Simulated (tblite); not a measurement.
# Geometry relaxation of C4H6OSSi (part 2 of 2)

C4H6OSSi, SMILES O=C1CSC=C1[SiH3]; GFN2-xTB geometry optimisation, gas phase (tblite 0.8.0). It belongs to a series of runs on one base structure; here: constitutional isomer.

Geometry of the input (Å):
```
O  -0.5101  -1.9969  -0.2601
C  -0.7371  -0.7894  -0.1345
C  -2.1152  -0.2117  -0.1060
S  -1.8754  1.5868  0.1046
C  -0.1530  1.4302  0.1702
C  0.3511  0.2002  0.0334
Si 2.0868  -0.2957  0.0403
H  -2.6171  -0.3982  -1.0570
H  -2.6882  -0.6192  0.7305
H  0.4502  2.3224  0.2969
H  2.4823  -0.9230  -1.2449
H  2.3872  -1.2122  1.1781
H  2.9341  0.9072  0.2307
```

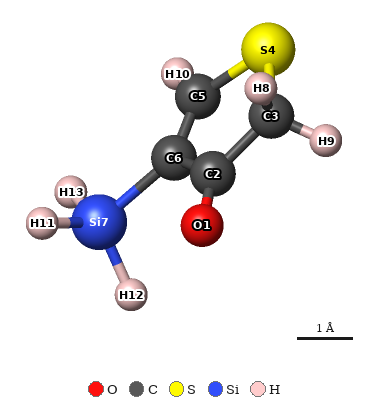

Fig. 1: The geometry at step 26 of the log (ball-and-stick view, seen at a tilt; atoms are numbered from 1 in the order of the input).

### Trajectory as extended XYZ, continued
```
13
Properties=species:S:1:pos:R:3:forces:R:3 step=18 energy=-561.72640
O    -0.5106   -2.0054   -0.2652    0.0160   0.0090   0.0040
C    -0.6876   -0.8155   -0.1272    0.0010   0.0090  -0.0010
C    -2.0832   -0.1922   -0.1061   -0.0110   0.0070  -0.0020
S    -1.8882    1.5893    0.1132   -0.0060   0.0080   0.0080
C    -0.1688    1.4389    0.1651    0.0090  -0.0060  -0.0070
C     0.3342    0.1987    0.0357    0.0100  -0.0030   0.0040
Si    2.1451   -0.3150    0.0464    0.0180  -0.0090  -0.0020
H    -2.6063   -0.3866   -1.0419   -0.0090  -0.0120  -0.0010
H    -2.6738   -0.5972    0.7153   -0.0060  -0.0050  -0.0040
H     0.3973    2.3430    0.2952   -0.0120   0.0050   0.0020
H     2.4594   -0.9424   -1.2346   -0.0080   0.0040  -0.0050
H     2.3622   -1.2342    1.1607   -0.0070   0.0070   0.0040
H     2.9156    0.9191    0.2257    0.0060  -0.0150   0.0010
13
Properties=species:S:1:pos:R:3:forces:R:3 step=19 energy=-561.72646
O    -0.5090   -2.0043   -0.2649    0.0090  -0.0060   0.0000
C    -0.6875   -0.8147   -0.1273    0.0140   0.0090   0.0060
C    -2.0831   -0.1919   -0.1061   -0.0080  -0.0010  -0.0040
S    -1.8884    1.5893    0.1134   -0.0050   0.0130   0.0060
C    -0.1689    1.4393    0.1648    0.0080   0.0000  -0.0030
C     0.3344    0.1992    0.0362    0.0050   0.0020  -0.0010
Si    2.1451   -0.3155    0.0464    0.0160  -0.0020  -0.0040
H    -2.6059   -0.3873   -1.0417   -0.0120  -0.0090  -0.0070
H    -2.6735   -0.5978    0.7149   -0.0080  -0.0040   0.0010
H     0.3967    2.3436    0.2952   -0.0100   0.0070   0.0020
H     2.4587   -0.9432   -1.2345   -0.0080   0.0040  -0.0070
H     2.3614   -1.2349    1.1603   -0.0060   0.0040   0.0080
H     2.9156    0.9187    0.2256    0.0060  -0.0170   0.0010
13
Properties=species:S:1:pos:R:3:forces:R:3 step=20 energy=-561.72651
O    -0.5074   -2.0032   -0.2647    0.0020  -0.0130  -0.0020
C    -0.6872   -0.8138   -0.1273    0.0190   0.0060   0.0100
C    -2.0831   -0.1917   -0.1061   -0.0030  -0.0090  -0.0040
S    -1.8887    1.5894    0.1138   -0.0020   0.0100   0.0030
C    -0.1689    1.4396    0.1645    0.0040   0.0060   0.0020
C     0.3348    0.1997    0.0366    0.0010   0.0080  -0.0050
Si    2.1453   -0.3161    0.0463    0.0080   0.0020  -0.0040
H    -2.6058   -0.3881   -1.0416   -0.0120  -0.0040  -0.0100
H    -2.6734   -0.5984    0.7145   -0.0070  -0.0020   0.0040
H     0.3959    2.3444    0.2952   -0.0070   0.0080   0.0010
H     2.4579   -0.9439   -1.2346   -0.0060   0.0030  -0.0090
H     2.3606   -1.2354    1.1601   -0.0040   0.0010   0.0120
H     2.9157    0.9180    0.2256    0.0090  -0.0150   0.0010
13
Properties=species:S:1:pos:R:3:forces:R:3 step=21 energy=-561.72656
O    -0.5057   -2.0023   -0.2645   -0.0030  -0.0120  -0.0020
C    -0.6865   -0.8130   -0.1271    0.0140   0.0000   0.0090
C    -2.0831   -0.1916   -0.1062    0.0030  -0.0140  -0.0030
S    -1.8891    1.5897    0.1142    0.0030   0.0000   0.0000
C    -0.1689    1.4401    0.1643   -0.0020   0.0110   0.0060
C     0.3353    0.2005    0.0369   -0.0020   0.0110  -0.0080
Si    2.1456   -0.3167    0.0462   -0.0030   0.0020  -0.0030
H    -2.6058   -0.3890   -1.0416   -0.0080   0.0010  -0.0080
H    -2.6734   -0.5990    0.7141   -0.0050   0.0010   0.0050
H     0.3949    2.3453    0.2952   -0.0030   0.0100   0.0010
H     2.4569   -0.9446   -1.2348   -0.0050   0.0020  -0.0110
H     2.3596   -1.2360    1.1601   -0.0030   0.0000   0.0130
H     2.9159    0.9170    0.2255    0.0130  -0.0100   0.0020
13
Properties=species:S:1:pos:R:3:forces:R:3 step=22 energy=-561.72661
O    -0.5040   -2.0016   -0.2643   -0.0040  -0.0060  -0.0010
C    -0.6856   -0.8123   -0.1267    0.0040  -0.0070   0.0040
C    -2.0831   -0.1918   -0.1064    0.0070  -0.0130  -0.0010
S    -1.8894    1.5900    0.1145    0.0040  -0.0120  -0.0040
C    -0.1690    1.4409    0.1642   -0.0060   0.0110   0.0080
C     0.3358    0.2015    0.0371   -0.0040   0.0100  -0.0080
Si    2.1459   -0.3172    0.0460   -0.0110   0.0000  -0.0010
H    -2.6058   -0.3898   -1.0418   -0.0020   0.0050  -0.0020
H    -2.6734   -0.5996    0.7139    0.0000   0.0030   0.0020
H     0.3938    2.3466    0.2953    0.0000   0.0110   0.0010
H     2.4557   -0.9453   -1.2352   -0.0040   0.0010  -0.0110
H     2.3585   -1.2367    1.1602   -0.0020   0.0010   0.0110
H     2.9163    0.9159    0.2255    0.0180  -0.0060   0.0020
13
Properties=species:S:1:pos:R:3:forces:R:3 step=23 energy=-561.72666
O    -0.5022   -2.0009   -0.2642   -0.0030   0.0010   0.0020
C    -0.6846   -0.8116   -0.1263   -0.0070  -0.0120  -0.0040
C    -2.0829   -0.1922   -0.1065    0.0090  -0.0080   0.0010
S    -1.8898    1.5901    0.1149    0.0010  -0.0200  -0.0060
C    -0.1692    1.4419    0.1643   -0.0080   0.0080   0.0080
C     0.3362    0.2028    0.0371   -0.0040   0.0060  -0.0060
Si    2.1459   -0.3178    0.0458   -0.0150  -0.0020   0.0010
H    -2.6058   -0.3906   -1.0421    0.0060   0.0080   0.0040
H    -2.6734   -0.6003    0.7137    0.0040   0.0060  -0.0010
H     0.3927    2.3482    0.2954    0.0020   0.0110   0.0000
H     2.4544   -0.9461   -1.2358   -0.0040   0.0020  -0.0080
H     2.3572   -1.2375    1.1605   -0.0020   0.0040   0.0060
H     2.9171    0.9145    0.2255    0.0210  -0.0040   0.0020
13
Properties=species:S:1:pos:R:3:forces:R:3 step=24 energy=-561.72672
O    -0.5002   -2.0001   -0.2639    0.0000   0.0060   0.0050
C    -0.6835   -0.8110   -0.1258   -0.0150  -0.0120  -0.0110
C    -2.0825   -0.1929   -0.1067    0.0080  -0.0010   0.0030
S    -1.8902    1.5897    0.1151   -0.0040  -0.0220  -0.0080
C    -0.1695    1.4433    0.1646   -0.0070   0.0020   0.0060
C     0.3365    0.2044    0.0370   -0.0040   0.0000  -0.0030
Si    2.1456   -0.3186    0.0456   -0.0130  -0.0030   0.0020
H    -2.6058   -0.3914   -1.0424    0.0130   0.0090   0.0100
H    -2.6734   -0.6009    0.7136    0.0080   0.0060  -0.0030
H     0.3915    2.3502    0.2955    0.0020   0.0070   0.0000
H     2.4528   -0.9470   -1.2366   -0.0040   0.0040  -0.0010
H     2.3557   -1.2382    1.1609   -0.0030   0.0070  -0.0010
H     2.9185    0.9129    0.2256    0.0200  -0.0050   0.0010
13
Properties=species:S:1:pos:R:3:forces:R:3 step=25 energy=-561.72678
O    -0.4982   -1.9994   -0.2636    0.0020   0.0060   0.0060
C    -0.6826   -0.8104   -0.1256   -0.0150  -0.0080  -0.0150
C    -2.0820   -0.1937   -0.1069    0.0050   0.0060   0.0050
S    -1.8907    1.5890    0.1152   -0.0100  -0.0140  -0.0070
C    -0.1699    1.4447    0.1650   -0.0040  -0.0050   0.0020
C     0.3367    0.2061    0.0369   -0.0040  -0.0050   0.0000
Si    2.1451   -0.3193    0.0454   -0.0060  -0.0010   0.0020
H    -2.6056   -0.3920   -1.0425    0.0160   0.0080   0.0110
H    -2.6732   -0.6014    0.7133    0.0100   0.0030  -0.0030
H     0.3902    2.3524    0.2956   -0.0010   0.0010   0.0000
H     2.4511   -0.9477   -1.2375   -0.0050   0.0060   0.0060
H     2.3542   -1.2388    1.1614   -0.0050   0.0100  -0.0070
H     2.9204    0.9110    0.2257    0.0170  -0.0090   0.0000
13
Properties=species:S:1:pos:R:3:forces:R:3 step=26 energy=-561.72683
O    -0.4965   -1.9987   -0.2632    0.0030   0.0020   0.0050
C    -0.6821   -0.8100   -0.1257   -0.0070  -0.0010  -0.0120
C    -2.0815   -0.1944   -0.1069    0.0010   0.0090   0.0040
S    -1.8912    1.5882    0.1151   -0.0120   0.0000  -0.0040
C    -0.1702    1.4458    0.1654   -0.0020  -0.0090  -0.0020
C     0.3368    0.2073    0.0367   -0.0030  -0.0070   0.0020
Si    2.1446   -0.3199    0.0452    0.0000   0.0040   0.0010
H    -2.6052   -0.3923   -1.0424    0.0150   0.0050   0.0060
H    -2.6729   -0.6018    0.7131    0.0090  -0.0010   0.0000
H     0.3892    2.3542    0.2957   -0.0050  -0.0070   0.0000
H     2.4496   -0.9481   -1.2383   -0.0060   0.0070   0.0110
H     2.3528   -1.2390    1.1619   -0.0050   0.0100  -0.0100
H     2.9224    0.9091    0.2257    0.0120  -0.0120  -0.0010
13
Properties=species:S:1:pos:R:3:forces:R:3 step=27 energy=-561.72687
O    -0.4951   -1.9983   -0.2628    0.0020  -0.0040   0.0020
C    -0.6818   -0.8097   -0.1259    0.0030   0.0050  -0.0050
C    -2.0811   -0.1947   -0.1069   -0.0020   0.0080   0.0030
S    -1.8919    1.5875    0.1150   -0.0080   0.0140  -0.0020
C    -0.1706    1.4465    0.1656   -0.0030  -0.0090  -0.0050
C     0.3367    0.2081    0.0366   -0.0030  -0.0060   0.0020
Si    2.1441   -0.3202    0.0451    0.0040   0.0090   0.0000
H    -2.6046   -0.3925   -1.0422    0.0100   0.0020  -0.0010
H    -2.6726   -0.6021    0.7129    0.0070  -0.0050   0.0040
H     0.3882    2.3555    0.2958   -0.0080  -0.0130   0.0010
H     2.4482   -0.9482   -1.2388   -0.0060   0.0060   0.0110
H     2.3516   -1.2389    1.1621   -0.0050   0.0070  -0.0090
H     2.9244    0.9073    0.2258    0.0090  -0.0130  -0.0020
13
Properties=species:S:1:pos:R:3:forces:R:3 step=28 energy=-561.72692
O    -0.4939   -1.9979   -0.2624   -0.0010  -0.0070  -0.0010
C    -0.6815   -0.8094   -0.1263    0.0110   0.0080   0.0040
C    -2.0807   -0.1948   -0.1068   -0.0030   0.0040   0.0010
S    -1.8926    1.5871    0.1148   -0.0020   0.0210   0.0010
C    -0.1711    1.4470    0.1658   -0.0040  -0.0070  -0.0060
C     0.3366    0.2088    0.0365   -0.0020  -0.0020   0.0010
Si    2.1438   -0.3204    0.0450    0.0040   0.0120   0.0000
H    -2.6038   -0.3925   -1.0421    0.0040  -0.0010  -0.0080
H    -2.6720   -0.6024    0.7128    0.0050  -0.0070   0.0080
H     0.3872    2.3564    0.2959   -0.0090  -0.0160   0.0010
H     2.4469   -0.9481   -1.2390   -0.0050   0.0030   0.0090
H     2.3504   -1.2387    1.1621   -0.0050   0.0020  -0.0050
H     2.9264    0.9055    0.2258    0.0070  -0.0090  -0.0020
13
Properties=species:S:1:pos:R:3:forces:R:3 step=29 energy=-561.72696
O    -0.4924   -1.9974   -0.2620   -0.0050  -0.0060  -0.0040
C    -0.6810   -0.8090   -0.1266    0.0130   0.0070   0.0120
C    -2.0803   -0.1949   -0.1067   -0.0030   0.0000  -0.0010
S    -1.8935    1.5870    0.1147    0.0050   0.0200   0.0030
C    -0.1717    1.4474    0.1659   -0.0060  -0.0020  -0.0070
C     0.3366    0.2096    0.0364    0.0000   0.0020  -0.0010
Si    2.1434   -0.3204    0.0449    0.0020   0.0110   0.0000
H    -2.6028   -0.3927   -1.0421   -0.0010  -0.0030  -0.0130
H    -2.6713   -0.6030    0.7128    0.0030  -0.0080   0.0090
H     0.3858    2.3572    0.2960   -0.0060  -0.0150   0.0020
H     2.4452   -0.9481   -1.2390   -0.0040   0.0000   0.0030
H     2.3489   -1.2385    1.1620   -0.0040  -0.0030  -0.0010
H     2.9288    0.9032    0.2258    0.0080  -0.0020  -0.0020
13
Properties=species:S:1:pos:R:3:forces:R:3 step=30 energy=-561.72700
O    -0.4910   -1.9970   -0.2616   -0.0070  -0.0020  -0.0040
C    -0.6803   -0.8085   -0.1266    0.0070   0.0030   0.0140
C    -2.0800   -0.1949   -0.1066   -0.0020  -0.0030  -0.0030
S    -1.8943    1.5873    0.1146    0.0070   0.0100   0.0030
C    -0.1725    1.4479    0.1658   -0.0060   0.0020  -0.0060
C     0.3366    0.2105    0.0364    0.0010   0.0040  -0.0010
Si    2.1431   -0.3203    0.0448    0.0000   0.0080   0.0010
H    -2.6019   -0.3929   -1.0423   -0.0040  -0.0040  -0.0110
H    -2.6706   -0.6036    0.7130    0.0020  -0.0060   0.0060
H     0.3844    2.3578    0.2962   -0.0020  -0.0090   0.0020
H     2.4435   -0.9483   -1.2389   -0.0020  -0.0030  -0.0020
H     2.3473   -1.2385    1.1618   -0.0030  -0.0060   0.0020
H     2.9311    0.9012    0.2257    0.0090   0.0060  -0.0010
13
Properties=species:S:1:pos:R:3:forces:R:3 step=31 energy=-561.72703
O    -0.4902   -1.9966   -0.2615   -0.0070   0.0030  -0.0030
C    -0.6797   -0.8082   -0.1264   -0.0010  -0.0010   0.0100
C    -2.0798   -0.1950   -0.1065   -0.0010  -0.0020  -0.0020
S    -1.8947    1.5876    0.1146    0.0040  -0.0010   0.0020
C    -0.1731    1.4482    0.1657   -0.0040   0.0030  -0.0040
C     0.3367    0.2111    0.0364    0.0010   0.0030   0.0000
Si    2.1429   -0.3201    0.0448    0.0010   0.0030   0.0020
H    -2.6013   -0.3932   -1.0426   -0.0030  -0.0040  -0.0050
H    -2.6700   -0.6042    0.7132    0.0030  -0.0030   0.0010
H     0.3835    2.3581    0.2963    0.0030  -0.0030   0.0020
H     2.4423   -0.9485   -1.2389   -0.0010  -0.0030  -0.0040
H     2.3462   -1.2387    1.1616   -0.0030  -0.0060   0.0020
H     2.9326    0.9000    0.2256    0.0090   0.0100  -0.0010
13
Properties=species:S:1:pos:R:3:forces:R:3 step=32 energy=-561.72704
O    -0.4899   -1.9964   -0.2614   -0.0060   0.0040  -0.0010
C    -0.6794   -0.8080   -0.1260   -0.0050  -0.0020   0.0040
C    -2.0798   -0.1951   -0.1066   -0.0010  -0.0010  -0.0020
S    -1.8948    1.5878    0.1146   -0.0010  -0.0060   0.0010
C    -0.1734    1.4485    0.1655    0.0000   0.0020  -0.0030
C     0.3367    0.2115    0.0364    0.0010   0.0010   0.0020
Si    2.1429   -0.3200    0.0448    0.0020   0.0010   0.0020
H    -2.6011   -0.3934   -1.0429   -0.0010  -0.0030   0.0000
H    -2.6697   -0.6046    0.7133    0.0020  -0.0010  -0.0020
H     0.3831    2.3582    0.2964    0.0050   0.0020   0.0020
H     2.4418   -0.9487   -1.2390   -0.0020  -0.0020  -0.0020
H     2.3456   -1.2390    1.1616   -0.0030  -0.0040   0.0010
H     2.9335    0.8996    0.2256    0.0080   0.0090  -0.0010
13
Properties=species:S:1:pos:R:3:forces:R:3 step=33 energy=-561.72705
O    -0.4899   -1.9963   -0.2615   -0.0040   0.0030   0.0010
C    -0.6793   -0.8079   -0.1258   -0.0060  -0.0010  -0.0020
C    -2.0798   -0.1952   -0.1066    0.0000   0.0010  -0.0010
S    -1.8949    1.5878    0.1146   -0.0040  -0.0070   0.0000
C    -0.1736    1.4486    0.1654    0.0020   0.0010  -0.0010
C     0.3367    0.2117    0.0364    0.0010  -0.0010   0.0030
Si    2.1429   -0.3198    0.0449    0.0040   0.0010   0.0010
H    -2.6010   -0.3935   -1.0431    0.0010  -0.0020   0.0030
H    -2.6695   -0.6048    0.7133    0.0010   0.0000  -0.0030
H     0.3830    2.3583    0.2965    0.0050   0.0030   0.0010
H     2.4414   -0.9488   -1.2390   -0.0020  -0.0010   0.0000
H     2.3453   -1.2391    1.1616   -0.0030  -0.0020  -0.0010
H     2.9342    0.8996    0.2255    0.0050   0.0050  -0.0010
```

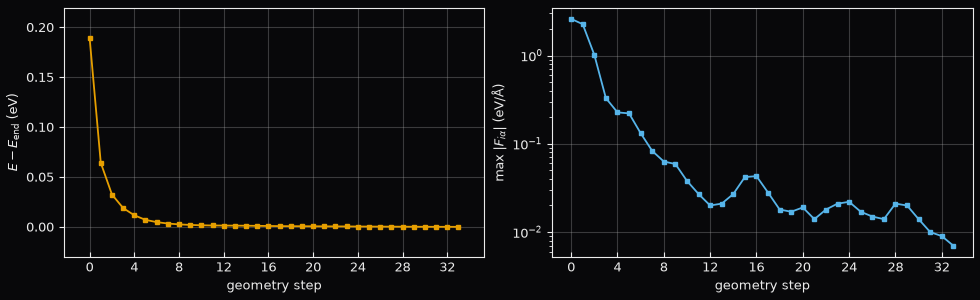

Fig. 2: Progress of the relaxation, step by step (steps are counted from 0).

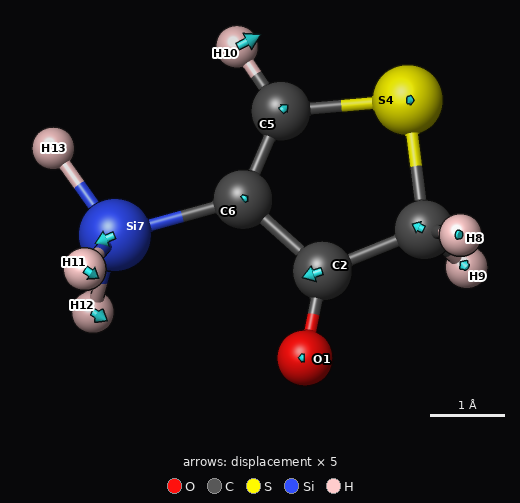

Fig. 3: The starting structure with the displacements as teal arrows, magnified 5 times (ball-and-stick view, seen at a tilt). The two geometries are laid on each other by the best rigid fit. After 33 geometry steps the energy has fallen by 0.189 eV. Largest force component: 2.6 eV/Å at the start, 0.007 eV/Å at the end. H10 moves most after the best rigid fit: 0.076 Å. Largest moves by element: H 0.076 Å, C 0.061 Å, Si 0.061 Å, S 0.022 Å, O 0.020 Å. Among the contacts that change: C6–Si7 1.805 → 1.883 Å, C2–C3 1.495 → 1.529 Å, C2–C6 1.480 → 1.448 Å, Si7–H12 1.492 → 1.461 Å. Among the angles that change: O1–C2–C6 122.0° → 126.4°, H12–Si7–H13 106.6° → 110.8°, C3–C2–C6 114.7° → 111.0°. (Atoms are counted from 1 in the order of the input.)
